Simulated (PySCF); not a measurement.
**C3H7BBrF: spin-spin couplings**

Aim: predict the spin-spin couplings of C3H7BBrF (`CCCB(F)Br`).

Computed with PySCF 2.14.0, with density-fitted response routines of our own, on a single molecule in the gas phase. Atoms are numbered from 0 throughout.

### 1 The starting structure

13 atoms, charge 0, multiplicity 1; geometry from: GFN2-xTB.

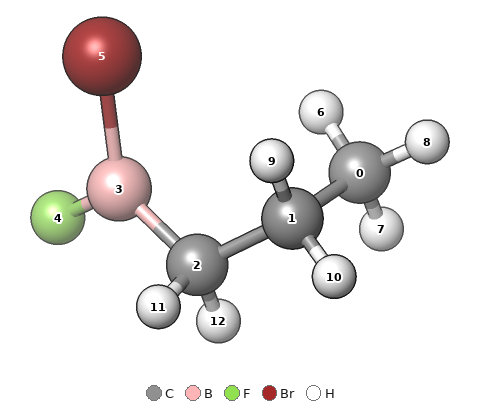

As it starts; carbon grey, boron pink, fluorine green, bromine red, hydrogen white, atoms numbered.

### 2 Indirect couplings: B3LYP/pcSseg-1+pcJ-1

What the job is given:

```
{"job": {"kind": "j", "xc": "B3LYP", "basis": "pcJ-1"}, "charge": 0, "multiplicity": 1}
C     -1.357445     0.765484     0.180978
C     -0.281943     0.383183    -0.829101
C      0.505722    -0.857216    -0.380124
B      1.433321    -0.672561     0.884376
F      1.730242    -1.701752     1.651234
Br     2.242270     0.953820     1.363429
H     -0.915524     1.016070     1.143184
H     -2.054226    -0.057576     0.327220
H     -1.914972     1.630082    -0.169667
H      0.402936     1.223373    -0.964884
H     -0.752574     0.178527    -1.792742
H      1.147056    -1.174246    -1.212726
H     -0.189252    -1.686702    -0.218905
```

With the program's defaults for keys left out, this is: B3LYP/pcJ-1 Br:pcSseg-1 indirect spin-spin coupling, non-relativistic, gas phase.

Run with:

```sh
OMP_NUM_THREADS=1 python probes_run.py task.json out
```

One launch serves the whole session: the jobs run in the order shown.

Predict these results of the whole session: largest coupling of the table (B3LYP/pcSseg-1+pcJ-1).

As calculated:

| quantity | value |
| --- | --- |
| largest coupling of the table (B3LYP/pcSseg-1+pcJ-1) | ¹J(B,F) B3–F4, -178.0 Hz |

**Reading.** In the run at B3LYP/pcSseg-1+pcJ-1, the largest coupling of the table is B3–F4, -178.0 Hz, of which the Fermi-contact term gives -114.4 Hz. Couplings across rotatable bonds belong to this one conformer; where others are populated, the observed values are averages, and the simulated multiplets take (2 J gauche + J anti)/3 across rotating chain bonds. Spin-orbit coupling is left out, which matters for shieldings and couplings at and beside the heavy atoms.
